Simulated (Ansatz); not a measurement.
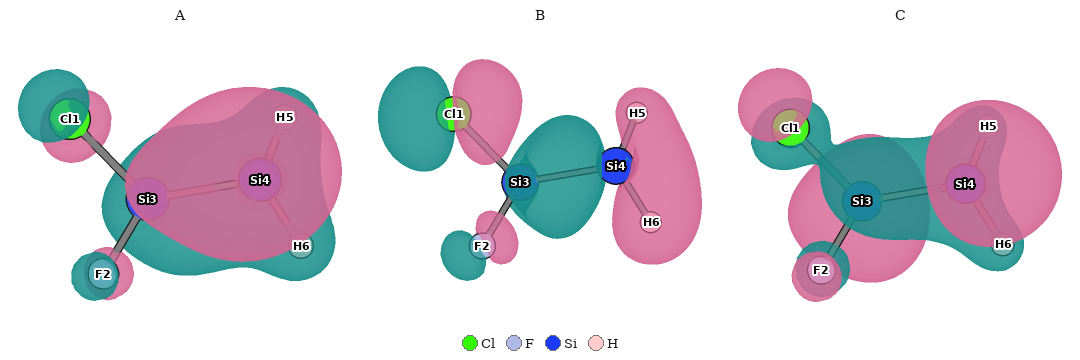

Figure 1: ClFH2Si2. Three frontier orbitals at ±0.08 Å⁻³ᐟ² (teal and pink are the two phases), in no order.

Geometry: PBE0-D3(BJ)/pcseg-1.

These are results of Ansatz 0.2.0, isolated molecule in a Gaussian basis; Kohn-Sham density functional theory, functional PBE0, not measurements.

Input

```
crystal:
  periodic: [false, false, false]
  atoms:
    - symbol: Cl
      position_ang: [0.419640, 3.151574, 0.110150]
    - symbol: F
      position_ang: [-1.798739, 1.286940, 0.522944]
    - symbol: Si
      position_ang: [-0.257003, 1.442473, 1.009085]
    - symbol: Si
      position_ang: [0.390143, 0.806790, 3.053064]
    - symbol: H
      position_ang: [1.881918, 0.766422, 2.872255]
    - symbol: H
      position_ang: [-0.061873, -0.625782, 3.103509]
basis:
  gaussian: {orbitals: def2-TZVPD}
hamiltonian: {xc: {name: PBE0}}
output: {forces: true, orbitals: {seedname: orbitals}}
```

Run with:

```sh
ansatz run input.yaml --threads 1 --pin off --max-ram 2610MiB --events-out events.jsonl --progress --plain --runs-dir runs
```

**Which picture is the HOMO−1, the HOMO and the LUMO?**

B is the HOMO−1 (−9.58 eV). By Hirshfeld shares it lies mainly on Cl1 (about 30 %), Si4 (about 25 %), Si3 (about 25 %) and H6 (about 10 %). A is the HOMO (−6.69 eV). Its weight (Hirshfeld) is mainly on Si4 (about 55 %) and Si3 (about 30 %). C is the LUMO (−2.87 eV). By Hirshfeld shares it lies mainly on Si3 (about 45 %), Si4 (about 35 %) and Cl1 (about 10 %).

**What is the HOMO–LUMO gap?**

3.82 eV between the orbital energies.
